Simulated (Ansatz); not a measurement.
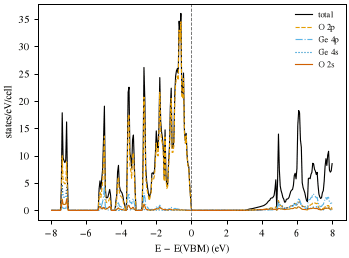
Fig. 1. Total and projected density of states of SrGeO3 in space group P-62m (No. 189; Sr on 3g, Ge on 3f, O on 3f, O on 6i), plane-wave PAW PBEsol (Ansatz code)

Question: Which orbitals carry the states next to the gap?

Answer: Top 1 eV of the valence band: O 2p 95 %. Bottom 1 eV of the conduction band: Sr 5s 39 %, O 2s 18 %, O 2p 17 %, Ge 4s 16 %, outside the projected shells 7 %. Projections are on Löwdin-orthogonalised atomic valence shells; empty p or d shells of many metals are not among them.

Question: Where is the tallest occupied peak in this window, and what makes it?

Answer: Near -0.6 eV, about 36 states/eV per cell; the largest projected share is O 2p.

The first step of the workflow began from a Materials Project structure, measured or hypothetical; the Crystallography Open Database copy checked does not list it. COD files the formula under space group No. 2, 15. Whether it is the stable phase at ambient conditions was not checked. The PBEsol relaxation kept the symmetry of its start. At this level the phase is dynamically unstable (imaginary phonons). Spin–orbit coupling is left out wherever it is not named.

Potentials: the later of the program's two PAW sets.
